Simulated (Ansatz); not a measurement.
**How far to go with the k-point mesh: a (001) slab of Ti (cut from a parent of space group no. 194; 4 atoms in the cell)**

```
Ti
1.0
    2.93525     0.00000     0.00000
   -1.46762     2.54200     0.00000
    0.00000     0.00000    20.98479
Ti
4
Cartesian
  1.46763   0.84733   9.32818
  0.00000   1.69467   7.00000
  1.46763   0.84733  13.98479
  0.00000   1.69467  11.65661
```

Method of the run: LDA (PW92), default PAW files made with PBE (plane waves; Ansatz, a program for electronic structure).

Base settings: basis.ecutwfc = 420 eV; kpoints.mp_grid.grid = 12 12 1; hamiltonian.xc = lda; hamiltonian.pseudopotentials = {kind: paw} (the program's default PAW files); scf.occupations.method = fermi_dirac; scf.occupations.width = 0.1 eV.

Only quantities that move along the ladder and can be compared are tabulated.

The count of work is k-points × plane waves × bands × iterations; it is no time. 

The starting cell has typed, rounded lattice constants, without a prior relaxation at this level. The slab is cut from that crystal, and its faces are unrelaxed. Its lattice was rescaled by up to half a per cent. Spin polarisation is off.

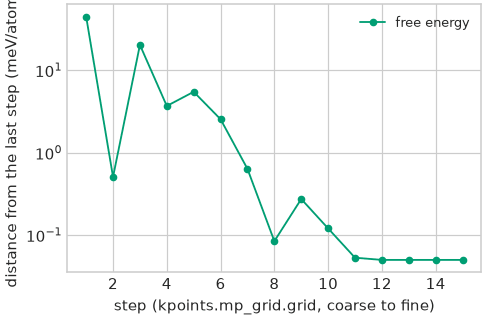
Fig. 1. Distance from the last step along the ladder; very small values are drawn at a floor.

| kpoints.mp_grid.grid | free energy less the last step's (meV/atom) | largest difference of a force vector from the last step's (eV/Å) | count of work / last |
|---|---|---|---|
| 3 3 1 | 44.83 | 0.107 | 0.031 |
| 4 4 1 | -0.51 | 0.164 | 0.037 |
| 5 5 1 | -20.33 | 0.033 | 0.046 |
| 6 6 1 | 3.69 | 0.056 | 0.065 |
| 7 7 1 | 5.48 | 0.015 | 0.074 |
| 8 8 1 | -2.55 | 0.016 | 0.093 |
| 9 9 1 | -0.64 | 0.014 | 0.11 |
| 11 11 1 | -0.08 | 0.007 | 0.15 |
| 12 12 1 | -0.27 | 0.003 | 0.18 |
| 13 13 1 | 0.12 | 0.003 | 0.19 |
| 15 15 1 | -0.05 | 0.001 | 0.25 |
| 18 18 1 | 0.00 | 0.000 | 0.34 |
| 21 21 1 | 0.00 | 0.000 | 0.44 |
| 24 24 1 | 0.00 | 0.000 | 0.56 |
| 28 28 1 | 0.00 | 0.000 | 0.74 |
| 33 33 1 | 0.00 | 0.000 | 1.0 |

Coarsest kpoints.mp_grid.grid that holds the free energy within 1 meV/atom of the last step, with all finer ones: 9 9 1, at 0.11 of the last step's count of work; the step before is off by 2.5 meV/atom.

Coarsest kpoints.mp_grid.grid that holds the forces within 0.005 eV/Å of the last step, with all finer ones: 12 12 1, at 0.18 of the last step's count of work; the step before is off by 0.007 eV/Å.

Keys are those of Ansatz 0.2.
